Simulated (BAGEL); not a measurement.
# AlH3SO (SMILES [OH][AlH][SH]): HF/def2-SVPD (density fitting with qzvpp-jkfit)

What is the vertical electron affinity of AlH3SO at HF/def2-SVPD (density fitting with qzvpp-jkfit)? 

Program for the calculation: BAGEL 1.2.2.

2 further runs of the same task are left out: 2 that didn't finish. Runs told in other sessions of the task aren't counted.

## Step 1: The molecule

AlH3SO has 6 atoms, charge 0, and is taken as a singlet. As SMILES, `[OH][AlH][SH]`. Geometry: relaxed at PBE0-D4/def2-TZVP. This is one conformer, not always the lowest.

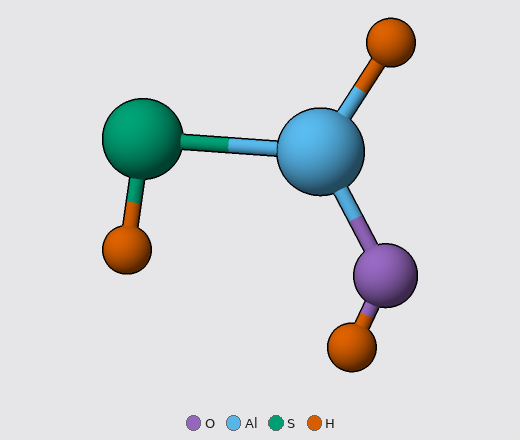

Viewed from a chosen angle; oxygen purple, aluminium blue, sulfur teal, hydrogen orange.

## Step 2: A single-point energy at HF/def2-SVPD (density fitting with qzvpp-jkfit)

The input, input.json:

```json
{ "bagel" : [

{
  "title" : "molecule",
  "basis" : "def2-svpd.json",
  "df_basis" : "qzvpp-jkfit",
  "angstrom" : true,
  "geometry" : [
    { "atom" : "O", "xyz" : [   -1.108900,   -0.531100,   -0.885000 ] },
    { "atom" : "Al", "xyz" : [    0.267100,    0.390800,   -0.551000 ] },
    { "atom" : "S", "xyz" : [    1.228200,    0.385700,    1.412200 ] },
    { "atom" : "H", "xyz" : [   -1.564400,   -1.105800,   -0.273700 ] },
    { "atom" : "H", "xyz" : [    0.868700,    1.276400,   -1.698100 ] },
    { "atom" : "H", "xyz" : [    0.351400,   -0.480000,    1.949300 ] }
  ]
},
{
  "title" : "hf"
},
{
  "title" : "print",
  "file" : "orbitals.molden",
  "orbitals" : true
}

]}
```

The basis set def2-SVPD is read from a file made from the Basis Set Exchange's data (not shown).

On the command line:

```
$ BAGEL_NUM_THREADS=1 BAGEL input.json > input.out
```

The program printed:

```text
* using 1 threads per process

  ===============================================================
  ===============================================================

  *** Geometry ***

  { "atom" : "O", "xyz" : [     -2.095517,     -1.003634,     -1.672408 ] },
  { "atom" : "Al", "xyz" : [      0.504746,      0.738505,     -1.041239 ] },
  { "atom" : "S", "xyz" : [      2.320962,      0.728867,      2.668671 ] },
  { "atom" : "H", "xyz" : [     -2.956288,     -2.089659,     -0.517218 ] },
  { "atom" : "H", "xyz" : [      1.641605,      2.412046,     -3.208944 ] },
  { "atom" : "H", "xyz" : [      0.664050,     -0.907069,      3.683643 ] },

  Number of auxiliary basis functions:      387

  Since a DF basis is specified, we compute 2- and 3-index integrals:
    o Being stored without compression. Storage requirement is 0.030 GB

  Number of basis functions:       98
  Number of electrons      :       40

    * METHOD: MOLECULE                             0.12

  *** RHF ***

  === Nuclear Repulsion ===
   131.6863778771

      * DIIS with orbital gradients will be used.

  === RHF iteration (def2-svpd.json) ===
      0       -715.66538474          0.02191227           0.04
      1       -715.79496070          0.01806453           0.04
      2       -715.90988222          0.00158243           0.04
      3       -715.91170460          0.00039931           0.04
      4       -715.91185668          0.00012407           0.04
      5       -715.91186993          0.00002595           0.04
      6       -715.91187060          0.00000617           0.04
      7       -715.91187063          0.00000166           0.04
      8       -715.91187063          0.00000076           0.04
      9       -715.91187063          0.00000022           0.04
     10       -715.91187063          0.00000007           0.04
     11       -715.91187063          0.00000003           0.04
     12       -715.91187063          0.00000001           0.04
    * SCF iteration converged.

    * Permanent dipole moment:
           (    0.373857,     0.396963,    -0.308029) a.u.

    * METHOD: HF                                   0.68

    * METHOD: PRINT                                0.02

  ===============================================================
```

Wall time 0.96 s (1 thread of Arm Neoverse V2, shared host); peak memory 0.11 GiB.

## Step 3: The doublet anion

The input, job.json:

```json
{ "bagel": [

{
  "title": "molecule",
  "basis": "def2-svpd.json",
  "df_basis": "qzvpp-jkfit",
  "angstrom": true,
  "geometry": [
    { "atom": "O", "xyz": [      -1.108900,      -0.531100,      -0.885000 ] },
    { "atom": "Al", "xyz": [       0.267100,       0.390800,      -0.551000 ] },
    { "atom": "S", "xyz": [       1.228200,       0.385700,       1.412200 ] },
    { "atom": "H", "xyz": [      -1.564400,      -1.105800,      -0.273700 ] },
    { "atom": "H", "xyz": [       0.868700,       1.276400,      -1.698100 ] },
    { "atom": "H", "xyz": [       0.351400,      -0.480000,       1.949300 ] }
  ]
},

{
  "title": "uhf",
  "charge": -1,
  "nopen": 1
},

{
  "title": "print",
  "file": "orbitals.molden",
  "orbitals": true
}

]}
```

The basis set def2-SVPD is read from a file made from the Basis Set Exchange's data (not shown).

On the command line:

```
$ BAGEL_NUM_THREADS=1 BAGEL job.json > job.out
```

The program printed:

```text
* using 1 threads per process

  ===============================================================
  ===============================================================

  *** Geometry ***

  { "atom" : "O", "xyz" : [     -2.095517,     -1.003634,     -1.672408 ] },
  { "atom" : "Al", "xyz" : [      0.504746,      0.738505,     -1.041239 ] },
  { "atom" : "S", "xyz" : [      2.320962,      0.728867,      2.668671 ] },
  { "atom" : "H", "xyz" : [     -2.956288,     -2.089659,     -0.517218 ] },
  { "atom" : "H", "xyz" : [      1.641605,      2.412046,     -3.208944 ] },
  { "atom" : "H", "xyz" : [      0.664050,     -0.907069,      3.683643 ] },

  Number of auxiliary basis functions:      387

  Since a DF basis is specified, we compute 2- and 3-index integrals:
    o Being stored without compression. Storage requirement is 0.030 GB

  Number of basis functions:       98
  Number of electrons      :       40

    * METHOD: MOLECULE                             0.12

  *** Open-shell HF ***

  === Nuclear Repulsion ===
   131.6863778771

      * DIIS with orbital gradients will be used.

  === UHF iteration (def2-svpd.json) ===
      0       -715.52277877          0.04559941           0.09
      1       -715.66015708          0.04626749           0.09
      2       -715.75282385          0.03036076           0.09
      3       -715.85981531          0.00245410           0.09
      4       -715.86359423          0.00078888           0.09
      5       -715.86485290          0.00039533           0.09
      6       -715.86549628          0.00021194           0.09
      7       -715.86575123          0.00008764           0.09
      8       -715.86577587          0.00003465           0.09
      9       -715.86577937          0.00001800           0.09
     10       -715.86578059          0.00001065           0.09
     11       -715.86578095          0.00000414           0.09
     12       -715.86578101          0.00000234           0.09
     13       -715.86578102          0.00000115           0.09
     14       -715.86578103          0.00000069           0.09
     15       -715.86578103          0.00000031           0.09
     16       -715.86578103          0.00000019           0.09
     17       -715.86578103          0.00000012           0.09
     18       -715.86578103          0.00000007           0.09
     19       -715.86578103          0.00000005           0.09
     20       -715.86578103          0.00000004           0.09
     21       -715.86578103          0.00000003           0.09
     22       -715.86578103          0.00000002           0.09
     23       -715.86578103          0.00000001           0.09
    * SCF iteration converged.

    * S^2 (UHF) is 0.7524

    * Permanent dipole moment:
           (   -0.678230,    -0.325668,    -0.470562) a.u.

    * METHOD: UHF                                  2.25

    * METHOD: PRINT                                0.02

  ===============================================================
```

Run time: 2.5 s. Hardware: 1 thread of Arm Neoverse V2, shared host; peak memory 0.11 GiB.

## Step 4: Summary of results

At HF/def2-SVPD (density fitting with qzvpp-jkfit):

| quantity | value |
| --- | --- |
| singlet AlH3SO: total energy | -715.91187 Eh |
| singlet AlH3SO: dipole moment | 1.59 D |
| singlet AlH3SO: HOMO energy | -10.61 eV |
| singlet AlH3SO: LUMO energy | 1.32 eV |
| singlet AlH3SO: HOMO–LUMO gap | 11.92 eV |
| doublet anion: total energy | -715.86578 Eh |
| doublet anion: ⟨S²⟩ | 0.752 |
| vertical electron affinity (to the doublet anion) | -1.254 eV |

The anion lies 1.25 eV (29 kcal/mol) above the neutral: the electron isn't bound at this level, and such a value depends on the basis. Hartree–Fock misses the correlation that binds many anions.
